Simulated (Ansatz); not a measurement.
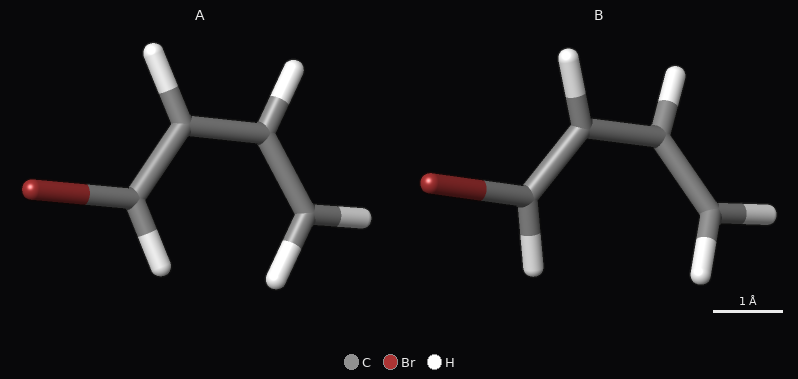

Two geometries of C$_{4}$H$_{5}$Br, drawn at one scale. One is the start of a relaxation, the other its converged end. The picture is a stick view, seen at a tilt.

Method: Ansatz, RKS PBE0-D4/def2-SVP. Set-up: no spin polarisation; force threshold 0.015 eV/Å; at most 40 steps.

**Which of the two is the end point?**

Structure B is the relaxed one. The run prepares an end point of a later path (torsion) calculation, from a guessed geometry. The energy falls by 6.56 kcal/mol in 10 accepted moves (12 points after the start). Largest force component: 2.6 eV/Å at the start, 0.0046 eV/Å at the end. The line search rejected the trial steps at points 7, 8 of the run. The atom that moves furthest after the best rigid fit is an H atom (0.52 Å). By element the largest moves are H 0.52 Å, Br 0.14 Å, C 0.10 Å. Some distances before and after: C–H 1.038 → 1.093 Å, Br–C 1.825 → 1.873 Å, C–H 1.138 → 1.095 Å, C–C 1.374 → 1.338 Å. Among the angles between lasting bonds that change: C–C–H 119.5° → 123.3°, C–C–H 119.1° → 121.8°. Groups turn about C–C by about 30°. The run took 38 s on 2 threads of Arm Neoverse V2, on a shared host, peak memory 0.27 GiB.
